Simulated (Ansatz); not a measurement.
Consider Sb in the A7 type structure (space group R-3m, No. 166; a = 4.3279 Å, c = 11.3443 Å (hexagonal axes); layered).

Structures relaxed with r2SCAN+rVV10 (Ansatz, a program for electronic structure), without spin-orbit coupling.

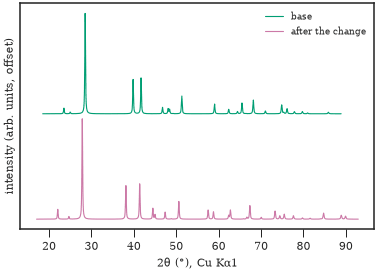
Fig. 1. Simulated powder patterns before (top) and after one change

Question: Which of these changes matches the shifts?
A) pressure −2 GPa
B) pressure 10 GPa
C) pressure −1 GPa
D) pressure 7.5 GPa

Answer: A, pressure −2 GPa. Its volume per atom is 33.15 Å³ against 30.67 Å³, and its space group is R-3m (No. 166).

Load acts through the strain it causes; cell and atoms are relaxed under it. No phonon test of stability was made. Competing high-pressure phases were not computed.
